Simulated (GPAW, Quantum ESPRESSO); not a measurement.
# Y L₃ ELNES/XANES of Y (P6_3/mmc) from DFT

Do two independent programs agree on the Y L₃ edge of Y (P6_3/mmc)? The same cell and functional are run with XSpectra and with GPAW.

Main program and level: Quantum ESPRESSO 7.5; core-hole supercells, plane-wave PAW LDA (first program; GPAW 26.7.0 follows as the second).

## Step 1: Set-up

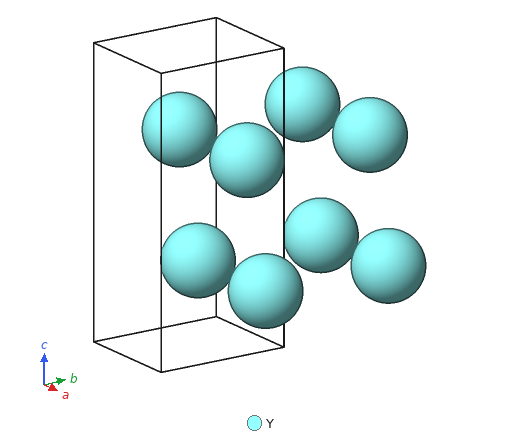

The cell as given, slightly off an axis (yttrium light teal). 2×2×1 cells are drawn.

## Step 2: Ground state of the crystal (Quantum ESPRESSO)

The ground state comes first: it tells whether the system has a gap, which decides how the excited electron is treated.

scf.in reads:

```
&control
   calculation='scf', prefix='x', pseudo_dir='../pp', outdir='tmp', tprnfor=.true.
/
&system
   ibrav=0, nat=2, ntyp=2, nbnd=15
   ecutwfc=41, ecutrho=420
   occupations='smearing', smearing='mv', degauss=0.015
/
&electrons
   conv_thr=2.0e-08, electron_maxstep=120
   mixing_beta=0.5
/
ATOMIC_SPECIES
Y3 1.0 Y.lda-spn-kjpaw.UPF
Y 1.0 Y.lda-spn-kjpaw.UPF
CELL_PARAMETERS angstrom
  3.64740000 0.00000000 0.00000000
  -1.82370000 3.15874106 0.00000000
  0.00000000 0.00000000 5.73060000
ATOMIC_POSITIONS crystal
Y3   0.66666667 0.33333333 0.75000000
Y    0.33333333 0.66666667 0.25000000
K_POINTS automatic
8 8 5 0 0 0
```

Y.lda-spn-kjpaw.ld1.in reads:

```
&input
   title='Y', zed=39., rel=1, iswitch=3, dft='PZ',
   config='[Kr] 5s2 5p0 4d1'
/
&inputp
   file_pseudopw='Y.lda-spn-kjpaw.UPF', author='',
   lpaw=.true.,
   pseudotype=3,
   lloc=-1,
   rcloc=1.6,
   which_augfun='PSQ',
   rmatch_augfun_nc=.true.,
   nlcc=.true.,
   new_core_ps=.true.,
   rcore=1.2,
   tm=.true.,
   lgipaw_reconstruction=.true., use_paw_as_gipaw=.true.
/
6
4S  1  0  2.00  0.00  1.20  1.40  0.0
5S  2  0  2.00  0.00  1.20  1.40  0.0
4P  2  1  6.00  0.00  1.30  1.60  0.0
5P  3  1  0.00  0.00  1.30  1.60  0.0
4D  3  2  1.00  0.00  1.20  1.80  0.0
4D  3  2  0.00  0.50  1.20  1.80  0.0
```

Started as:

```sh
$ OMP_NUM_THREADS=1 mpirun --oversubscribe --bind-to none -np 4 pw.x -nk 4 -in scf.in > scf.out
```

What it wrote:

```text
     [... banner and references ...]
using ibrav=0 with symmetry is DISCOURAGED, use correct ibrav instead

     G-vector sticks info
     --------------------

     Using Slab Decomposition

     bravais-lattice index     =            0
     lattice parameter (alat)  =       6.8926  a.u.
     unit-cell volume          =     445.5476 (a.u.)^3
     number of atoms/cell      =            2
     number of atomic types    =            2
     number of electrons       =        22.00
     number of Kohn-Sham states=           15
     kinetic-energy cutoff     =      41.0000  Ry
     charge density cutoff     =     420.0000  Ry
     scf convergence threshold =      2.0E-08
     mixing beta               =       0.5000
     number of iterations used =            8  plain     mixing
     Exchange-correlation= SLA  PZ   NOGX NOGC
                           (   1   1   0   0   0   0   0)

     celldm(1)=   6.892587  celldm(2)=   0.000000  celldm(3)=   0.000000
     celldm(4)=   0.000000  celldm(5)=   0.000000  celldm(6)=   0.000000

     crystal axes: (cart. coord. in units of alat)
               a(1) = (   1.000000   0.000000   0.000000 )
               a(2) = (  -0.500000   0.866025   0.000000 )
               a(3) = (   0.000000   0.000000   1.571147 )

     reciprocal axes: (cart. coord. in units 2 pi/alat)
               b(1) = (  1.000000  0.577350 -0.000000 )
               b(2) = (  0.000000  1.154701  0.000000 )
               b(3) = (  0.000000 -0.000000  0.636478 )

     ../pp/Y.lda-spn-kjpaw.UPF
     Pseudo is Projector augmented-wave + core cor, Zval = 11.0
     Shape of augmentation charge: PSQ
     Using radial grid of 1223 points,  6 beta functions with:
                l(1) =   0
                l(2) =   0
                l(3) =   1
                l(4) =   1
                l(5) =   2
[...]
Q(r) pseudized with 0 coefficients

     ../pp/Y.lda-spn-kjpaw.UPF
     Pseudo is Projector augmented-wave + core cor, Zval = 11.0
     Shape of augmentation charge: PSQ
     Using radial grid of 1223 points,  6 beta functions with:
[...]
l(4) =   1
                l(5) =   2
                l(6) =   2
     Q(r) pseudized with 0 coefficients

     atomic species   valence    mass     pseudopotential
     Y3               11.00     1.00000     Y ( 1.00)
     Y                11.00     1.00000     Y ( 1.00)

     12 Sym. Ops. (no inversion) found ( 6 have fractional translation)

   Cartesian axes

     site n.     atom                  positions (alat units)
         1        Y3     tau(   1) = (   0.5000000   0.2886751   1.1783599  )
         2        Y      tau(   2) = (  -0.0000000   0.5773503   0.3927866  )

     number of k points=    30  Marzari-Vanderbilt smearing, width (Ry)=  0.0150
                       cart. coord. in units 2pi/alat
        k(    1) = (   0.0000000   0.0000000   0.0000000), wk =   0.0062500
        k(    2) = (   0.0000000   0.0000000   0.1272956), wk =   0.0125000
        k(    3) = (   0.0000000   0.0000000   0.2545911), wk =   0.0125000
        k(    4) = (   0.0000000   0.1443376   0.0000000), wk =   0.0375000
        k(    5) = (   0.0000000   0.1443376   0.1272956), wk =   0.0750000
[...]
k(   28) = (   0.2500000   0.5773503   0.0000000), wk =   0.0375000
        k(   29) = (   0.2500000   0.5773503   0.1272956), wk =   0.0750000
        k(   30) = (   0.2500000   0.5773503   0.2545911), wk =   0.0750000

     Dense  grid:    64787 G-vectors     FFT dimensions: (  45,  45,  72)

     Smooth grid:    15759 G-vectors     FFT dimensions: (  30,  30,  48)

     Initial potential from superposition of free atoms

     starting charge      21.9931, renormalised to      22.0000
     Starting wfcs are   26 randomized atomic wfcs
     Checking if some PAW data can be deallocated...

     per-process dynamical memory:    43.0 Mb

[...]
total energy              =    -549.80312635 Ry
     estimated scf accuracy    <       0.00020408 Ry

     iteration #  4     ecut=    41.00 Ry     beta= 0.50
     Davidson diagonalization with overlap
     ethr =  9.28E-07,  avg # of iterations =  3.6

     total energy              =    -549.80312602 Ry
     estimated scf accuracy    <       0.00055101 Ry

     iteration #  5     ecut=    41.00 Ry     beta= 0.50
     Davidson diagonalization with overlap
     ethr =  9.28E-07,  avg # of iterations =  2.7

     total energy              =    -549.80318467 Ry
     estimated scf accuracy    <       0.00000152 Ry

     iteration #  6     ecut=    41.00 Ry     beta= 0.50
     Davidson diagonalization with overlap
     ethr =  6.91E-09,  avg # of iterations =  4.5

     total energy              =    -549.80318630 Ry
     estimated scf accuracy    <       0.00000135 Ry

     iteration #  7     ecut=    41.00 Ry     beta= 0.50
     Davidson diagonalization with overlap
     ethr =  6.13E-09,  avg # of iterations =  1.6

     total energy              =    -549.80318635 Ry
     estimated scf accuracy    <       0.00000014 Ry

     iteration #  8     ecut=    41.00 Ry     beta= 0.50
     Davidson diagonalization with overlap
     ethr =  6.31E-10,  avg # of iterations =  4.3

     total energy              =    -549.80318637 Ry
     estimated scf accuracy    <       0.00000034 Ry

     iteration #  9     ecut=    41.00 Ry     beta= 0.50
     Davidson diagonalization with overlap
     ethr =  6.31E-10,  avg # of iterations =  2.5

     End of self-consistent calculation

          k = 0.0000 0.0000 0.0000 (  1937 PWs)   bands (ev):

   -33.3481 -33.2752 -13.6717 -13.1977 -13.1977 -13.1085 -13.1085 -13.0750
     4.5568   7.3384  10.1329  10.9044  10.9044  11.1905  11.4966

          k = 0.0000 0.0000 0.1273 (  1954 PWs)   bands (ev):

   -33.3413 -33.2822 -13.6176 -13.1893 -13.1893 -13.1352 -13.1171 -13.1171
     4.8145   7.1403   9.9335  10.7892  10.7892  10.9507  11.2958

          k = 0.0000 0.0000 0.2546 (  1954 PWs)   bands (ev):

   -33.3231 -33.3005 -13.4733 -13.2892 -13.1671 -13.1671 -13.1395 -13.1395
     5.5203   6.4440   9.9373  10.4015  10.7527  10.7527  10.9507

          k = 0.0000 0.1443 0.0000 (  1952 PWs)   bands (ev):

   -33.3406 -33.2725 -13.6443 -13.2527 -13.2162 -13.1659 -13.1159 -13.0880
     4.8826   7.6426   9.8018  10.2930  11.1595  11.2116  11.5693

          k = 0.0000 0.1443 0.1273 (  1958 PWs)   bands (ev):

   -33.3341 -33.2791 -13.5980 -13.2406 -13.2067 -13.2022 -13.1256 -13.1149
     5.1291   7.4442   9.5890  10.3271  10.9467  11.0217  11.1528

[...]
k = 0.0000-0.5774 0.0000 (  1968 PWs)   bands (ev):

[...]
k = 0.0000-0.5774 0.1273 (  1976 PWs)   bands (ev):

[...]
k = 0.0000-0.5774 0.2546 (  1986 PWs)   bands (ev):

[...]
k = 0.2500 0.5774 0.0000 (  1989 PWs)   bands (ev):

   -33.2779 -33.2679 -13.5206 -13.4227 -13.4033 -13.3591 -13.2840 -13.2786
     8.2454   8.4971   8.6642   8.7804  10.2432  10.3538  11.4073

          k = 0.2500 0.5774 0.1273 (  1980 PWs)   bands (ev):

   -33.2769 -33.2688 -13.5359 -13.4796 -13.4411 -13.3106 -13.2761 -13.2220
     8.1892   8.6764   8.7525   8.8301  10.1003  10.1122  11.4166

          k = 0.2500 0.5774 0.2546 (  1972 PWs)   bands (ev):

   -33.2744 -33.2713 -13.5655 -13.5476 -13.4125 -13.3579 -13.1984 -13.1788
     8.2643   8.4843   9.1585   9.1848   9.7161   9.7271  11.6154

     the Fermi energy is     9.2141 ev

!    total energy              =    -549.80318638 Ry
     total all-electron energy =    -13526.290197 Ry
     estimated scf accuracy    <       0.00000002 Ry
     smearing contrib. (-TS)   =      -0.00168187 Ry
     internal energy E=F+TS    =    -549.80150451 Ry

     The total energy is F=E-TS. E is the sum of the following terms:
     one-electron contribution =     -38.82573960 Ry
     hartree contribution      =      26.49485095 Ry
     xc contribution           =     -35.49013217 Ry
     ewald contribution        =    -115.27153382 Ry
     one-center paw contrib.   =    -386.70894986 Ry

     convergence has been achieved in   9 iterations

     Forces acting on atoms (cartesian axes, Ry/au):

     atom    1 type  1   force =     0.00000000    0.00000000    0.00000000
     atom    2 type  2   force =     0.00000000    0.00000000    0.00000000

     Total force =     0.000000     Total SCF correction =     0.000000

     XML data file, charge density, pseudopotentials, collected wavefunctions

=------------------------------------------------------------------------------=
   JOB DONE.
=------------------------------------------------------------------------------=
```

Run time: 6.2 s. Hardware: 4 MPI ranks of Arm Neoverse V2, shared host; peak memory 0.12 GiB; 24 s of CPU time.

Absorbing atoms carry a label of their own (element plus a letter or digit), as the spectrum program needs them as separate species.

The mesh shows no gap, so the system is treated as a metal and the core electron is put at the Fermi level (neutral cell).

## Step 3: Spectrum without a core hole, Y atom 1 (Quantum ESPRESSO)

Without a hole the spectrum is the empty density of states of the right symmetry on the absorber, weighted by matrix elements. It needs only the small cell and serves as the baseline.

The absorber has 6 Y at 3.56 Å and 6 Y at 3.65 Å (anticuboctahedral, as in hcp, site symmetry -6m2).

xspectra.in reads:

```
&input_xspectra
   calculation='xanes_dipole', edge='L3'
   prefix='x', outdir='tmp', xiabs=1, xe0=9.2141
   xonly_plot=.false., x_save_file='xanes.sav'
   xniter=3000, xcheck_conv=20, xerror=0.005
   xcoordcrys=.false., xepsilon(1)=1, xepsilon(2)=0, xepsilon(3)=0
/
&plot
   xnepoint=221, xemin=-10, xemax=45, terminator=.true., cut_occ_states=.true.
   xgamma=0.75
/
&pseudos
   filecore='../Y.wfc'
/
&cut_occ
   cut_desmooth=0.1, cut_stepl=0.05, cut_stepu=0.05, cut_ierror=1e-5
/
7 7 4 0 0 0
```

Started as:

```sh
$ OMP_NUM_THREADS=1 mpirun --oversubscribe --bind-to none -np 4 xspectra.x -nk 4 -in xspectra.in > xspectra.out
```

What it wrote:

```text
     [... banner and references ...]
Reading input_file

     calculation: xanes_dipole

     xepsilon  [cartesian coordinates]:   1.000000   0.000000   0.000000

     xonly_plot: FALSE
        => complete calculation: Lanczos + spectrum plot

     filecore (core-wavefunction file): ../Y.wfc

     main plot parameters:
        cut_occ_states: TRUE
        gamma_mode:  constant
        -> using xgamma [eV]:  0.75
        xemin [eV]: -10.00
        xemax [eV]:  45.00
        xnepoint:  221
        xe0 [eV]:   9.214100 (energy zero read in input file)

[...]
Results of STEP 1 successfully written in x_save_file
     x_save_file name:
     ->  xanes.sav
     x_save_file version:  2

     ... End STEP 1 ...

     ... Begin STEP 2 ...

     The spectrum is calculated using the following parameters:
        xe0 [eV]:    9.2141
        the occupied states are elimintate from the spectrum
        xemin [eV]: -10.00
        xemax [eV]:  45.00
        xnepoint:  221
        constant broadening parameter [eV]:    0.750
        Core level energy [eV]:  -2080.
         (from electron binding energy of neutral atoms in X-ray data booklet)

     Cross-section successfully written in xanes.dat

     ... End STEP 2 ...

                                END JOB XSpectra
```

Run time: 63 s. Hardware: 4 MPI ranks; peak memory 0.11 GiB.

The Y L₃ spectrum, Y atom 1, no core hole (energy from the energy zero of the input (xe0, at the border of filled and empty states); intensity scaled to a mean of 1 over the first 20 eV; the points at xe0, where the cut of filled states can leave a spike, are interpolated; polarised curves are means over the symmetry-equivalent atoms):

```tsv
E (eV)	isotropic	ε ⊥ c	ε ∥ c
-2.0	0.15	0.15	0.15
-0.5	0.41	0.41	0.39
1.0	1.17	1.14	1.22
2.5	1.39	1.41	1.34
4.0	1.78	1.78	1.79
5.5	1.81	1.79	1.84
7.0	0.97	0.98	0.95
8.5	0.84	0.83	0.87
10.0	0.87	0.88	0.84
11.5	0.86	0.86	0.86
13.0	0.64	0.63	0.66
14.5	0.55	0.55	0.55
16.0	0.63	0.63	0.64
17.5	0.77	0.78	0.75
19.0	0.70	0.72	0.67
20.5	0.69	0.67	0.74
22.0	0.71	0.70	0.75
23.5	0.60	0.61	0.58
25.0	0.54	0.56	0.50
26.5	0.55	0.55	0.55
28.0	0.59	0.57	0.61
29.5	0.60	0.60	0.60
31.0	0.60	0.62	0.58
```

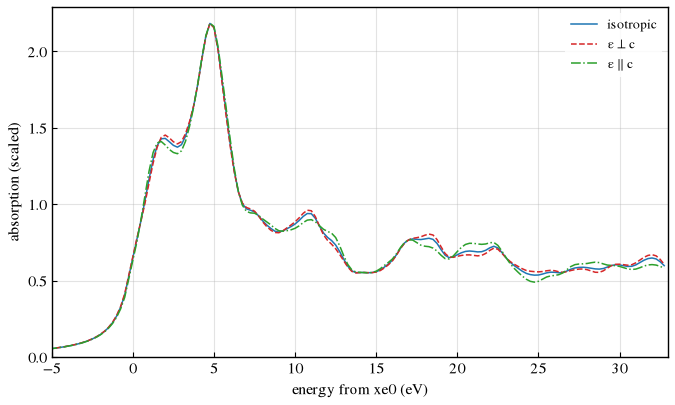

The Y L₃ edge, Y atom 1, no core hole: main maxima at 2.0, 4.8 and 10.8 eV.

Main maxima below 30 eV (height): 2.0 eV (1.43), 4.8 eV (2.18), 10.8 eV (0.94), 18.2 eV (0.78) and 22.2 eV (0.72). At an L edge the dipole rule selects empty d (and weakly s) states on the absorber, and the strong line at the onset measures the empty part of its d band.

## Step 4: Reference energy of the supercell (Quantum ESPRESSO)

The photon energy needs a difference of total energies, so the cell and mesh of the coming hole run are first run without a hole.

scf.in reads:

```
&control
   calculation='scf', prefix='x', pseudo_dir='../pp', outdir='tmp', tprnfor=.true.
/
&system
   ibrav=0, nat=6, ntyp=1, nbnd=40
   ecutwfc=41, ecutrho=420
   occupations='smearing', smearing='mv', degauss=0.015
/
&electrons
   conv_thr=6.0e-08, electron_maxstep=120
   mixing_beta=0.5
/
ATOMIC_SPECIES
Y 1.0 Y.lda-spn-kjpaw.UPF
CELL_PARAMETERS angstrom
  -5.47110000 3.15874106 0.00000000
  -5.47110000 -3.15874106 0.00000000
  3.64740000 0.00000000 5.73060000
ATOMIC_POSITIONS crystal
Y    0.25000000 0.91666667 0.75000000
Y    0.58333333 0.25000000 0.75000000
Y    0.91666667 0.58333333 0.75000000
Y    0.41666667 0.75000000 0.25000000
Y    0.75000000 0.08333333 0.25000000
Y    0.08333333 0.41666667 0.25000000
K_POINTS automatic
5 5 5 0 0 0
```

Started as:

```sh
$ OMP_NUM_THREADS=1 mpirun --oversubscribe --bind-to none -np 4 pw.x -nk 4 -in scf.in > scf.out
```

What it wrote:

```text
     [... banner and references ...]
[banner, memory and clock lines left out]
Found identity + (  0.3333  0.3333  0.0000) symmetry
     This is a supercell, fractional translations are disabled
     using ibrav=0 with symmetry is DISCOURAGED, use correct ibrav instead

     G-vector sticks info

     bravais-lattice index     =            0
     lattice parameter (alat)  =      11.9383  a.u.
     unit-cell volume          =    1336.6428 (a.u.)^3
[...]
atom    3 type  1   force =     0.00000283    0.00000004    0.00000504
     atom    4 type  1   force =     0.00000139    0.00000247   -0.00000504
     atom    5 type  1   force =     0.00000145   -0.00000244   -0.00000504
     atom    6 type  1   force =    -0.00000283   -0.00000004   -0.00000504

     Total force =     0.000014     Total SCF correction =     0.000034
     SCF correction compared to forces is large: reduce conv_thr to get better values

     XML data file, charge density, pseudopotentials, collected wavefunctions
[key lines of the parts left out:]
!    total energy              =   -1649.41150754 Ry
the Fermi energy is     9.2146 ev
convergence has been achieved in   8 iterations
```

Wall time 30 s (4 MPI ranks); peak memory 0.3 GiB; 2 min of CPU time.

Reference energy: -552103.687 eV with the cores included.

## Step 5: The atom with a core hole (Quantum ESPRESSO)

The frozen core must hold the hole, so the absorber gets a data set of its own.

Y.lda-spn-kjpaw-2pch.ld1.in reads:

```
&input
   title='Y', zed=39., rel=1, iswitch=3, dft='PZ',
   config='1s2 2s2 2p5 3s2 3p6 3d10 4s2 4p6 5s2 5p0 4d2'
/
&inputp
   file_pseudopw='Y.lda-spn-kjpaw-2pch.UPF', author='',
   lpaw=.true.,
   pseudotype=3,
   lloc=-1,
   rcloc=1.6,
   which_augfun='PSQ',
   rmatch_augfun_nc=.true.,
   nlcc=.true.,
   new_core_ps=.true.,
   rcore=1.2,
   tm=.true.,
   zval=12,
   lgipaw_reconstruction=.true., use_paw_as_gipaw=.true.
/
6
4S  1  0  2.00  0.00  1.08  1.40  0.0
5S  2  0  2.00  0.00  1.08  1.40  0.0
4P  2  1  6.00  0.00  1.17  1.60  0.0
5P  3  1  0.00  0.00  1.17  1.60  0.0
4D  3  2  2.00  0.00  1.08  1.80  0.0
4D  3  2  0.00  0.50  1.08  1.80  0.0
```

Started as:

```sh
$ ld1.x < Y.lda-spn-kjpaw-2pch.ld1.in > Y.lda-spn-kjpaw-2pch.ld1.out
```

What it wrote:

```text
     [... banner and references ...]
PAW data will be used for GIPAW calculation
     --------------------------- All-electron run ----------------------------

     Y
     scalar relativistic calculation

     atomic number is 39.00
     dft =PZ   lsd =0 sic =0 latt =0  beta=0.20 tr2=1.0E-14
     Exchange-correlation= PZ
                           (   1   1   0   0   0   0   0)
     mesh =1223 r(mesh) = 100.62879 a.u. xmin = -7.00 dx = 0.01250
     1 Ry =  13.60569312 eV, c = 137.03599908

     n l     nl                  e(Ry)          e(Ha)          e(eV)
     1 0     1S 1( 2.00)     -1248.0825      -624.0413    -16981.0280
     2 0     2S 1( 2.00)      -175.5215       -87.7608     -2388.0921
     2 1     2P 1( 5.00)      -157.7862       -78.8931     -2146.7910
[...]
3 2     3D 1(10.00)       -13.0458        -6.5229      -177.4968
[...]
final scf error:  1.8E-16 reached in  37 iterations

     Etot =   -6608.643054 Ry,   -3304.321527 Ha,  -89915.169351 eV

     Ekin =    6785.697014 Ry,    3392.848507 Ha,   92324.111201 eV
     Encl =  -15880.167733 Ry,   -7940.083866 Ha, -216060.688915 eV
     Eh   =    2689.659456 Ry,    1344.829728 Ha,   36594.681159 eV
     Exc  =    -203.831791 Ry,    -101.915895 Ha,   -2773.272796 eV

     normalization and overlap integrals

     s(1S/1S) =  1.000000  <r> =   0.0381  <r2> =    0.0020  r(max) =   0.0247
     s(1S/2S) = -0.007730
     s(1S/3S) = -0.003100
     s(1S/4S) = -0.001233
[...]
s(2S/2S) =  1.000000  <r> =   0.1663  <r2> =    0.0326  r(max) =   0.1404
[...]
s(2P/2P) =  1.000000  <r> =   0.1444  <r2> =    0.0255  r(max) =   0.1121
     s(2P/3P) = -0.001534
     s(2P/4P) = -0.000532
     s(2P/5P) = -0.000128
[...]
Encl =  -15880.167733 Ry,   -7940.083866 Ha, -216060.688915 eV
     Eh   =    2689.659456 Ry,    1344.829728 Ha,   36594.681159 eV
     Exc  =    -203.831791 Ry,    -101.915895 Ha,   -2773.272796 eV

     normalization and overlap integrals

[...]
s(3S/5S) = -0.000138
[...]
s(3P/5P) = -0.000088
     s(3D/3D) =  1.000000  <r> =   0.4522  <r2> =    0.2472  r(max) =   0.3452
     s(3D/4D) = -0.000185
     s(4S/4S) =  1.000000  <r> =   1.2279  <r2> =    1.7121  r(max) =   1.0903
     s(4S/5S) = -0.000075
     s(4P/4P) =  1.000000  <r> =   1.3796  <r2> =    2.1884  r(max) =   1.1900
     s(4P/5P) = -0.000046
     s(5S/5S) =  1.000000  <r> =   3.7456  <r2> =   16.0243  r(max) =   3.1548
     s(5P/5P) =  1.000000  <r> =   5.0986  <r2> =   30.1360  r(max) =   4.1534
     s(4D/4D) =  1.000000  <r> =   2.2513  <r2> =    6.3292  r(max) =   1.5864

     ------------------------ End of All-electron run ------------------------

     ---------------------- Testing the pseudopotential ----------------------

     Y
     scalar relativistic calculation

     atomic number is 39.00   valence charge is 12.00
     dft = SLA  PZ   NOGX NOGC   lsd =0 sic =0 latt =0  beta=0.20 tr2=1.0E-14
     mesh =1223 r(mesh) = 100.62879 xmin = -7.00 dx = 0.01250

     n l     nl             e AE (Ry)        e PS (Ry)    De AE-PS (Ry)
[...]
3 1     5P   1( 0.00)       -0.11376       -0.11375       -0.00000
     3 2     4D   1( 2.00)       -0.29411       -0.29410       -0.00001

     eps = 1.1E-16  iter =  6

     Etot =   -6608.643054 Ry,   -3304.321527 Ha,  -89915.169351 eV
     Etotps =  -282.145005 Ry,    -141.072502 Ha,   -3838.778348 eV

     Ekin =     136.506926 Ry,      68.253463 Ha,    1857.271349 eV
     Encl =    -288.438366 Ry,    -144.219183 Ha,   -3924.403896 eV
     Ehrt =      73.618399 Ry,      36.809199 Ha,    1001.629343 eV
     Ecxc =    -203.831964 Ry,    -101.915982 Ha,   -2773.275144 eV
     (Ecc =      -4.782890 Ry,      -2.391445 Ha,     -65.074540 eV)

     ---------------------- End of pseudopotential test ----------------------
```

Elapsed: 0.78 s, on 1 MPI rank; peak memory 0.13 GiB.

[end of part 1 of 4]

[Banner, clock and machine lines of the logs are left out without a mark of their own.]

[Logs are printed without paths, hosts, clocks, repeated set-up lines and the standing remarks that a program may print on its own settings, such as how far it seeks lower states.]

[Hosts, paths, dates, database ids (printed as entryN), source tags and the programs' standing remarks are cut or masked in the printed files.]

[Lists of maxima count a maximum above −3 eV only where it reaches 4 % of the highest in the window and stands out from its surroundings by 2 % of it (1.5 % where it reaches 55 %); shoulders and weaker maxima are passed over, and of the rest the first, up to two pre-edge ones and the few strongest are named.]
